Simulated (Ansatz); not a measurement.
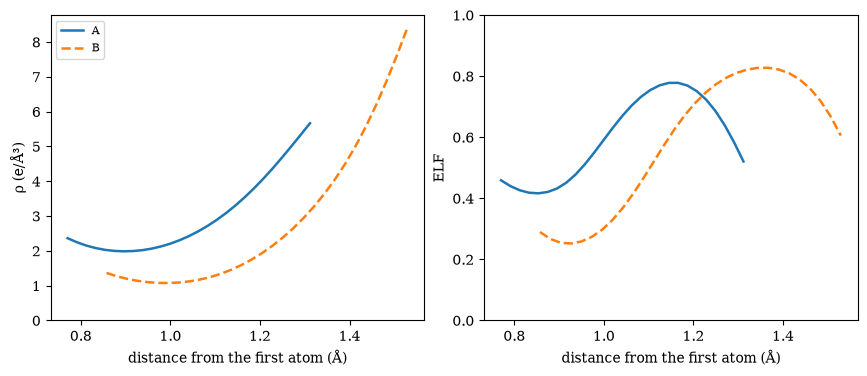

The picture shows: F$_{4}$MoO (MoOF4). Electron density and ELF along straight lines between neighbouring atoms. The curves leave out the atomic cores.

Geometry: PBE-D4/def2-SVP; core potentials replace the inner electrons of Mo.

Method: Ansatz 0.2.0, RKS PBE0-D4/def2-TZVP.

Input file:

```
crystal:
  periodic: [false, false, false]
  atoms:
    - {symbol: Mo, position_ang: [0.000065, -0.000165, 0.043257]}
    - {symbol: O, position_ang: [0.002617, -0.006586, 1.708779]}
    - {symbol: F, position_ang: [1.789066, 0.013291, -0.440709]}
    - {symbol: F, position_ang: [-0.012263, 1.791418, -0.431094]}
    - {symbol: F, position_ang: [-1.790412, -0.009911, -0.435314]}
    - {symbol: F, position_ang: [0.010918, -1.788038, -0.444929]}
basis:
  gaussian: {orbitals: def2-TZVP, initial_orbitals: start.molden}
hamiltonian: {xc: pbe0, dispersion: d4}
scf: {omitted_lower_state_checks: [starts]}
output: {orbitals: {seedname: orbitals}}
```

Launched as:

```sh
ansatz run in.yaml --threads 4 --pin off --events-out ev --progress --plain --max-ram 3916MiB
```

Which curve belongs to which contact (Mo–F and Mo–O)? The first atom named is at distance zero.

Curve A: Mo–O (1.67 Å): ρ at the midpoint is about 2.1 e/Å³; the ELF peaks at about 0.80 in the valence shell of O, 0.5 Å from its nucleus, and drops to about 0.40 between the two atoms. Curve B: Mo–F (1.85 Å): the density is about 1.1 e/Å³ at the midpoint; the ELF peaks at about 0.85 in the valence shell of F, 0.5 Å from its nucleus, and drops to about 0.25 between the two atoms.
